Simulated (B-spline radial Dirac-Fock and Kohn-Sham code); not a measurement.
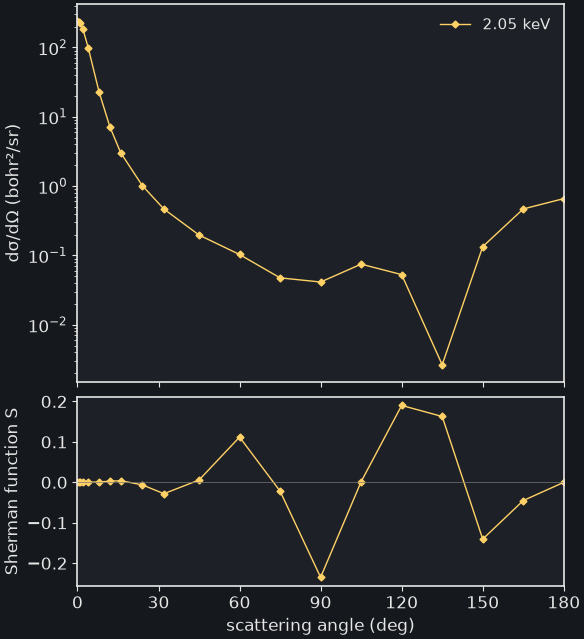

Fig. 1. Differential cross section for elastic electron scattering and the Sherman function against angle at 2.05 keV, computed at the marked angles. It refers to the bismuth atom. Level of theory: Dirac partial waves in the static Dirac–Fock field with Furness–McCarthy exchange, no polarisation or absorption; calculated with a B-spline radial atomic code.

What can be read from it?

At 2.05 keV the cross section is 241 bohr²/sr at 0°, 0.041 at 90° and 0.66 at 180°, with minima near 90° and 135°; among the marked angles the Sherman function is largest in size at 90° (−0.23), though it can peak far more sharply between them at a deep minimum; the integral is 7.96 bohr².
